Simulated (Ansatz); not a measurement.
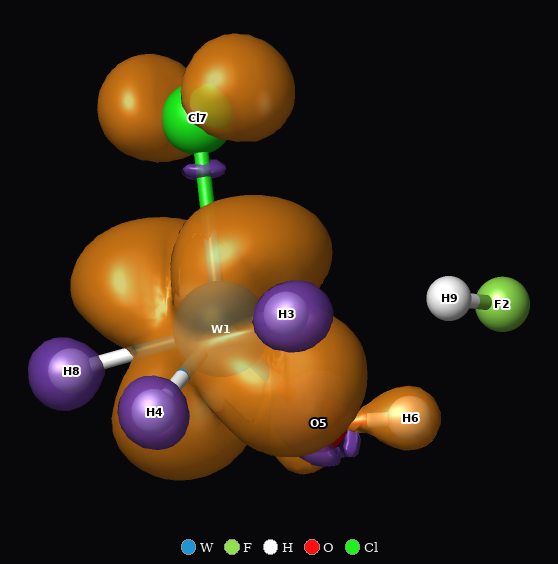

*ClH4OW···HF (doublet). Isosurfaces of the spin density at +0.015 (orange) and −0.015 e/Å³ (purple), seen at an oblique angle.*

Core potentials replace the inner electrons of W.

Level of theory: UKS PBE0-D4/def2-SVP in Ansatz 0.2.0.

```xyz
9

W    -0.2027   -0.2049   -0.2299
F    -0.5957   -0.2249    2.7906
H     0.9633    0.3678    0.8641
H     0.6841    1.1544   -0.7019
O    -1.9330    0.1543    0.3198
H    -2.1096    0.1568    1.2780
Cl    0.5600   -2.3590   -0.2539
H    -0.0855    0.1010   -1.8726
H     0.2220    0.0582    2.4495
```

> Which atoms carry the spin?

The unpaired spin (1 electron) lies mostly on W1 (about 0.9) and Cl7 (about 0.1), in electrons by Hirshfeld's partition.
